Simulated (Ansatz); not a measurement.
The starting structures come from a database of crystals and need not be the phases stable at ambient conditions.

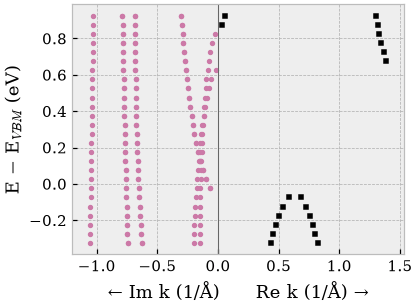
Figure: Complex bands at the centre of the two-dimensional zone; Ansatz (a program for electronic structure) with PBEsol

The gap is the functional's own, uncorrected, and κ follows it; spin-orbit coupling is left out. Mid-gap means the computed energy nearest the middle.

Problem. This is AgI (Fm-3m, rock salt, 2 atoms a cell, 29.3 Å³ an atom, -3 GPa at this level) along the normal of (110). Read off the slowest decay at the centre of the two-dimensional zone at 0.33 eV, the computed energy nearest the middle of the gap.

Solution. κ ≈ 0.12 1/Å, a decay length 1/(2κ) of the density of 4.0 Å.
